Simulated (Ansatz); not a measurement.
C$_{2}$H$_{6}$CuO (SMILES CC[OH+][Cu]) (charge +1)

Input file:

```
crystal:
  periodic: [false, false, false]
  atoms:
    - symbol: C
      position_ang: [1.162656, 2.611095, -2.926119]
    - symbol: C
      position_ang: [1.824555, 1.288633, -2.614134]
    - symbol: Cu
      position_ang: [-0.895290, 1.198798, -1.763028]
    - symbol: O
      position_ang: [0.743921, 0.345022, -2.315960]
    - symbol: H
      position_ang: [0.555500, 2.959485, -2.048487]
    - symbol: H
      position_ang: [1.912183, 3.408903, -3.101190]
    - symbol: H
      position_ang: [0.524334, 2.547455, -3.831049]
    - symbol: H
      position_ang: [2.499700, 1.357489, -1.736346]
    - symbol: H
      position_ang: [2.391505, 0.897359, -3.483465]
    - symbol: H
      position_ang: [1.083003, -0.524123, -2.020739]
basis:
  gaussian:
    orbitals: def2-TZVPD
total_charge: 1
hamiltonian:
  xc: pbe0
output: {forces: true, orbitals: {seedname: orbitals}}
```

Launched as:

```sh
ansatz run input.yaml --threads 2 --pin off --max-ram 4350MiB --events-out events.jsonl --progress --plain --runs-dir runs
```

Geometry: PBE-D3(BJ)/def2-SVP.

Level of theory: Ansatz 0.2.0, isolated molecule in a Gaussian basis; Kohn-Sham density functional theory, functional PBE0.

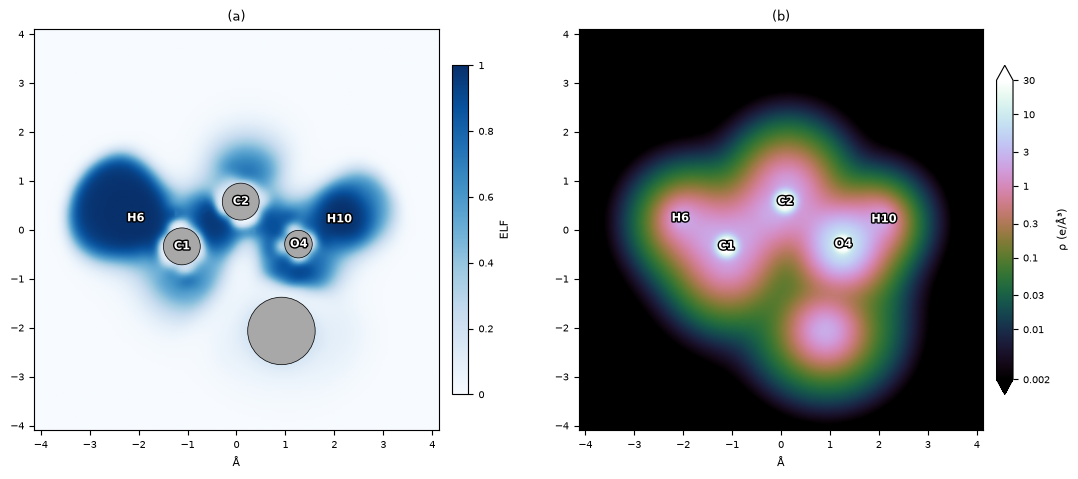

Figure 1. (a) electron localisation function; (b) electron density on the plane of atoms C1, C2 and O4. Grey discs cover the atomic cores in the ELF map.

### Describe what can be read from this map.

- The plane passes through C, O and H nuclei.
- C–O (1.47 Å): the density is about 1.8 e/Å³ at the midpoint, with its minimum of 1.5 e/Å³ about 0.5 Å from C; the ELF peaks at about 0.90 between the atoms: a polar covalent bond.
- C–C (1.51 Å): the density is about 1.7 e/Å³ at the midpoint; the ELF peaks at about 0.95 between the atoms; a shared electron pair.
- O–H (0.98 Å): the density is about 3.7 e/Å³ at the midpoint; the ELF climbs to about 1 towards the hydrogen, as it does in any bond to H; a covalent bond by its length.
- C–H (1.11 Å): ρ is about 2 e/Å³ halfway; the ELF climbs to about 1 towards the hydrogen (an ordinary covalent bond to hydrogen).

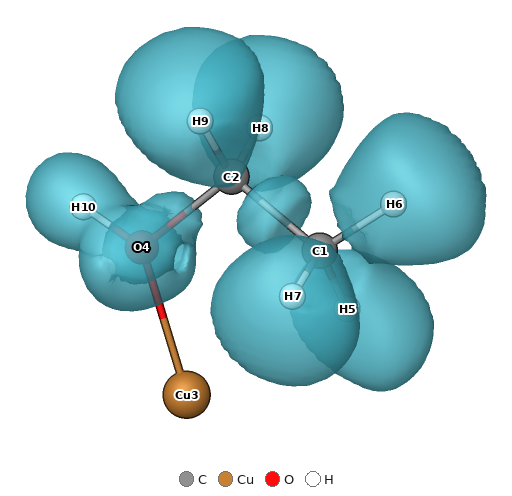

Figure 2. Isosurface of the electron localisation function at 0.75 (cyan), seen at a tilt. Core shells and regions of very low density are left out.

### Where are the electrons localised?

At this value the surface marks out one region between bonded C–C atoms (shared pairs), five regions around hydrogen nuclei and one joined region spread over several atoms (H, O), in which their bonds and any lone pairs are merged.

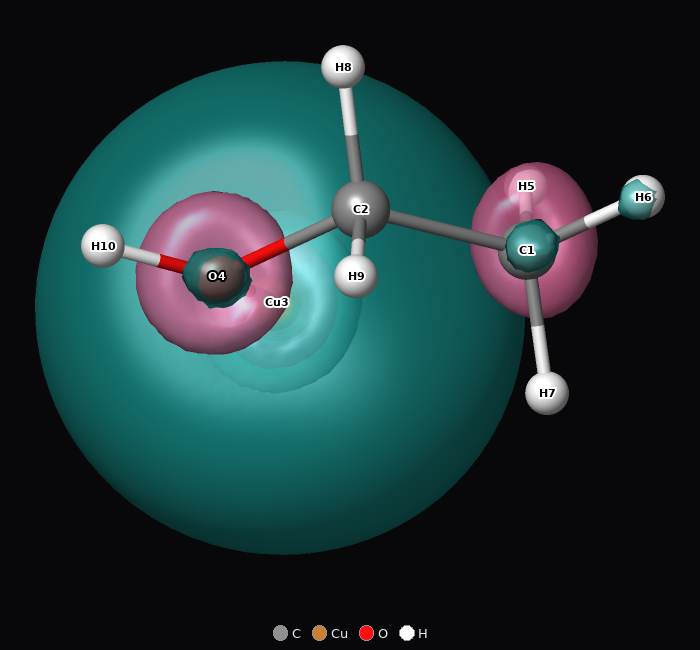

Figure 3. The LUMO at ±0.1 Å⁻³ᐟ² (teal and pink are the two phases), seen from one side.

### What is the character of this orbital?

It lies mainly on Cu3 (about 85 %). Its energy is −7.51 eV.

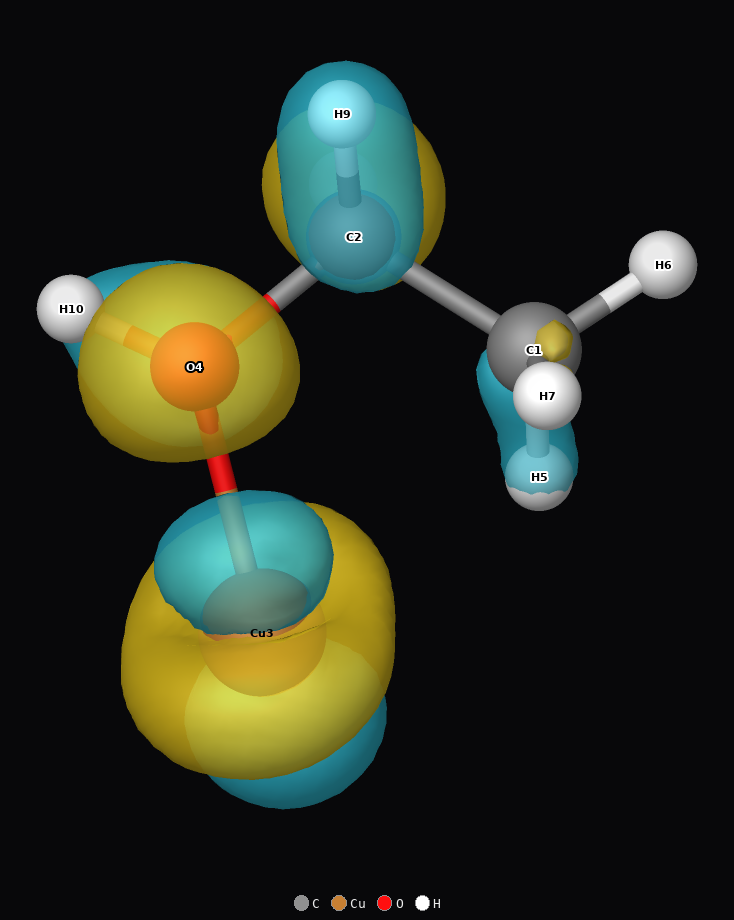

Figure 4. The HOMO−1 at ±0.1 Å⁻³ᐟ² (yellow and cyan are the two phases), seen across its widest extent.

### Describe this orbital and give its energy.

By Hirshfeld shares it lies mainly on Cu3 (about 75 %) and O4 (about 15 %). Its energy is −13.30 eV.
